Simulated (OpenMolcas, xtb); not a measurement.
# A ladder of methods for GeH2ClO (SMILES [O][GeH2][Cl])

GeH2ClO: 5 atoms, total charge 0, spin state doublet. As SMILES, `[O][GeH2][Cl]`. Geometry: relaxed at PBE0-D4/def2-TZVP.

Each level gives the electronic atomisation energy (eV). The values are calculated. Electronic energies at fixed atoms, without zero-point motion or spin-orbit coupling.

```
            level             kind     program  value (eV)
         GFN1-xTB   semi-empirical         xtb       21.88
    UHF/def2-SVPD     Hartree–Fock  OpenMolcas        9.17
 USVWN5/def2-SVPD              LDA  OpenMolcas       15.57
  UBLYP/def2-SVPD              GGA  OpenMolcas       12.96
   UPBE/def2-SVPD              GGA  OpenMolcas       13.41
  UTPSS/def2-SVPD         meta-GGA  OpenMolcas       13.51
UM06-2X/def2-SVPD  hybrid meta-GGA  OpenMolcas       13.10
```

All-electron rows without a relativistic Hamiltonian named are non-relativistic. The values span 9.17 to 21.88 eV. GFN1-xTB: no spin polarisation, so open shells miss the exchange term that lowers them.

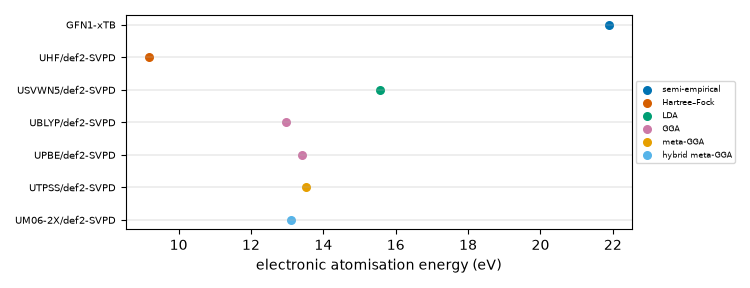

The values of the table, level by level.
